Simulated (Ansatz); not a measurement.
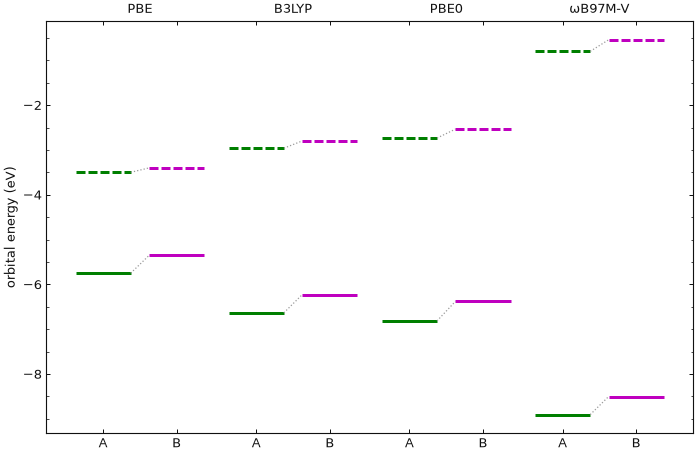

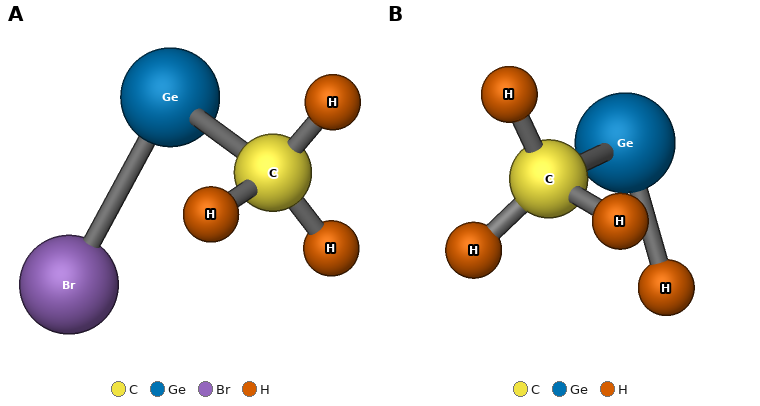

One change: A, CH₃BrGe (SMILES [CH3][Ge][Br]), becomes B, CH₄Ge (SMILES [CH3][GeH]). Br on Ge is replaced by H. HOMO (solid) and LUMO (dashed) computed in def2-TZVPP at PBE0-D4/def2-TZVP geometries, both minima by their frequencies, gas phase, the Ansatz code 0.2.0.

What does the change do to HOMO and LUMO?

PBE: the HOMO rises by 0.40 eV, the LUMO rises by 0.10 eV, and the separation goes from 2.25 to 1.95 eV. B3LYP: the HOMO rises by 0.41 eV, the LUMO rises by 0.16 eV, and the separation goes from 3.67 to 3.43 eV. PBE0: the HOMO rises by 0.44 eV, the LUMO rises by 0.20 eV, and the separation goes from 4.08 to 3.84 eV. ωB97M-V: the HOMO rises by 0.40 eV, the LUMO rises by 0.26 eV, and the separation goes from 8.11 to 7.96 eV.

Do the functionals agree on the effect?

They agree on the direction for both levels; the HOMO shift lies between 0.40 and 0.44 eV and the LUMO shift between 0.10 and 0.26 eV, while the separations themselves differ by up to 6.0 eV between functionals.
